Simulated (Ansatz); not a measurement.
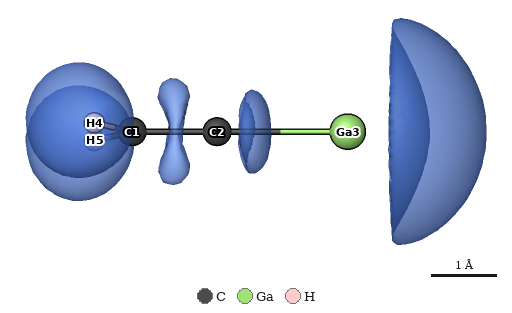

Figure. C₂H₂Ga (SMILES C=[C][Ga]) (doublet). Isosurface of the electron localisation function at 0.85 (blue), seen from one side. Core shells and regions of very low density are left out.

Geometry: B3LYP-D3(BJ)/6-311G**.

All numbers below come from isolated molecule in a Gaussian basis; Kohn-Sham density functional theory, functional PBE0 in Ansatz 0.2.0.

```yaml
atoms:
  - { symbol: C, position_ang: [-1.7022, -0.4210, 0.6471] }
  - { symbol: C, position_ang: [-0.4539, -0.8205, 0.6381] }
  - { symbol: Ga, position_ang: [1.4674, -1.4373, 0.6226] }
  - { symbol: H, position_ang: [-2.0247, 0.4804, 1.1754] }
  - { symbol: H, position_ang: [-2.4949, -0.9655, 0.1268] }
```

Q: Where are the electrons localised?

A: The surface consists of one region between bonded C–C atoms (shared pairs), two regions around hydrogen nuclei, one lobe of the valence shell of C pointing towards Ga (polar bonds) and one lobe on Ga, pointing away from the bonds (non-bonding electrons).

Values along the shortest contacts:
C–C (1.31 Å): the ELF peaks at about 0.90 between the atoms; a short, multiple covalent bond. C–Ga (2.02 Å): the ELF peaks at about 0.95 in the valence shell of C, 0.7 Å from its nucleus, and is about 0.45 at the midpoint.
